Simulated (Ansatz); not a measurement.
# F$_{4}$H$_{2}$In$_{2}$ (SMILES [F][InH-]1[F+][InH-]([F])[F+]1): what the fields show

```xyz
8

F     2.4149   -1.1810    0.6068
In    1.5033    0.5129    0.5266
F     0.3362    0.3060   -1.2283
In   -1.5569   -0.3258   -0.5201
F    -1.4416   -2.2379   -0.7128
F    -0.4270    0.0123    1.2388
H     1.9416    2.1024    0.8507
H    -2.7705    0.8110   -0.7616
```

Geometry: PBE0-D4/def2-TZVP; core potentials replace the inner electrons of In.

Method: Ansatz 0.2.0, RKS PBE0-D4/def2-TZVPP.

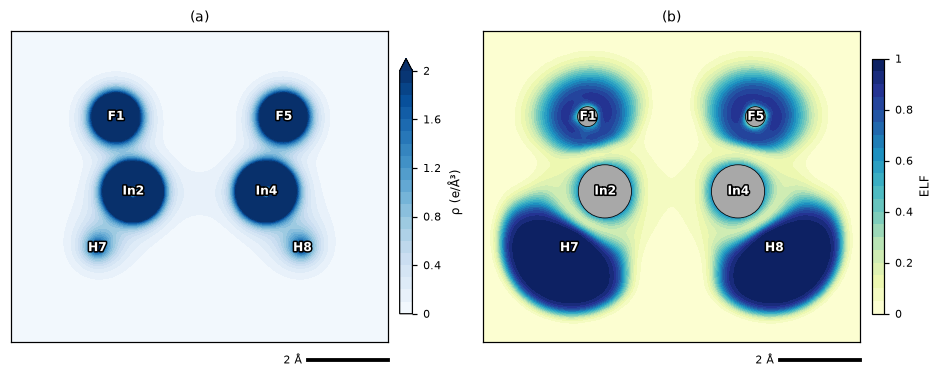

Figure 1. (a) electron density; (b) ELF on the plane of atoms F1, In2 and H7. Grey discs cover the atomic cores in the ELF map.

**What do the fields say about this system?**

- The plane passes through F, In and H nuclei.
- In–F (1.93 Å): ρ is about 0.84 e/Å³ halfway; the ELF peaks at about 0.80 in the valence shell of F, 0.5 Å from its nucleus, and drops to about 0.15 between the two atoms.
- In–H (1.68 Å): ρ is about 1.3 e/Å³ halfway; the ELF climbs to about 1 towards the hydrogen.
- The ELF also peaks beside F5 and F1, away from the bonds: lone-pair regions.

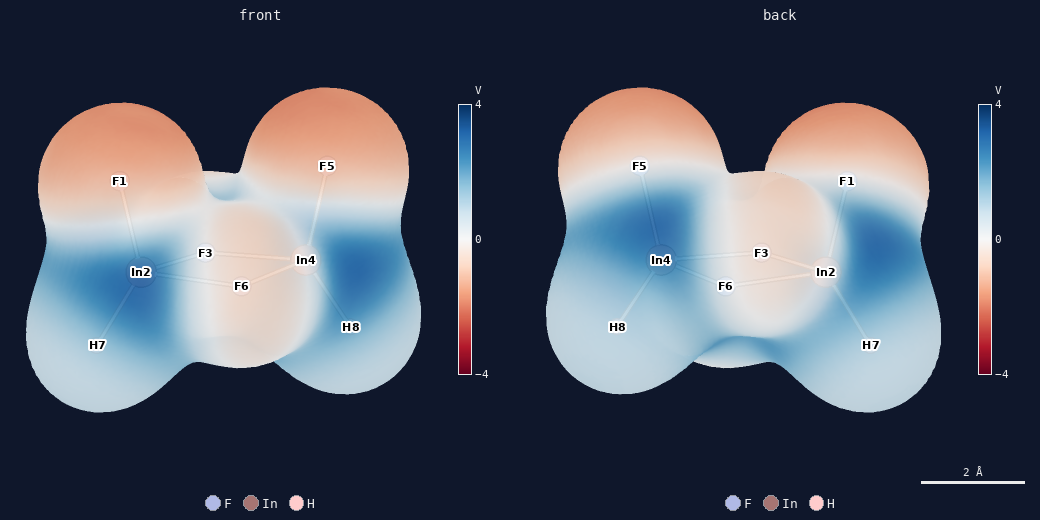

Figure 2. The electrostatic potential painted on the density surface at 0.002 e/bohr³, seen from the front and from behind; red is negative and blue positive.

**Where is the surface potential most negative and most positive?**

The most negative region (about −1.8 V) lies over F1 and F5, the most positive (about +3.1 V) over In2 and In4.

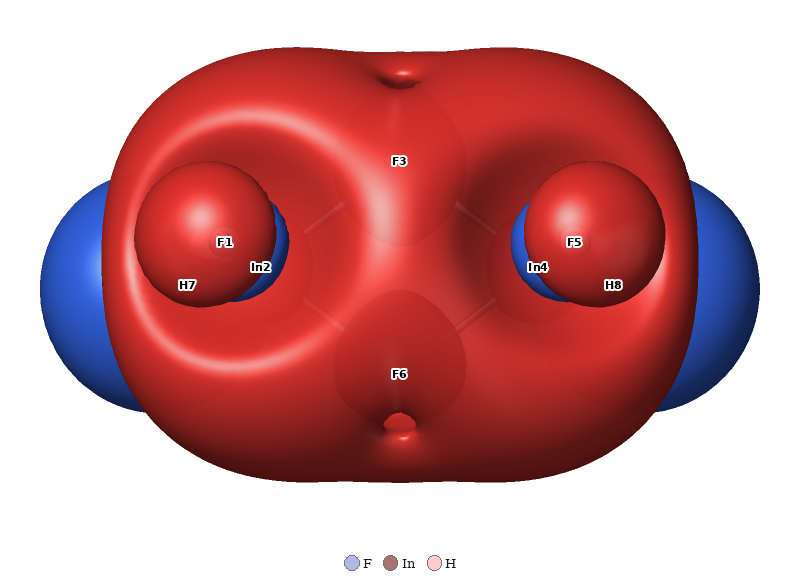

Figure 3. The LUMO at ±0.04 Å⁻³ᐟ² (red and blue are the two phases), seen from one side.

**Where does this orbital lie, and at what energy?**

By Hirshfeld shares it lies mainly on In2 (about 30 %), In4 (about 30 %), H7 (about 10 %) and H8 (about 10 %). Its energy is −1.75 eV.

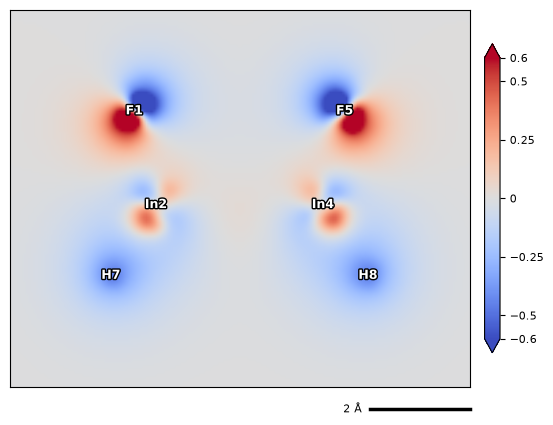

Figure 4. The HOMO−1 on the plane of atoms F1, In2 and H7 (values in Å⁻³ᐟ²; the overall sign is arbitrary).

**What is the character of this orbital?**

Its weight (Hirshfeld) is mainly on F1 (about 25 %), F5 (about 25 %), In4 (about 10 %), In2 (about 10 %), H8 (about 10 %) and H7 (about 10 %). Its energy is −10.09 eV.
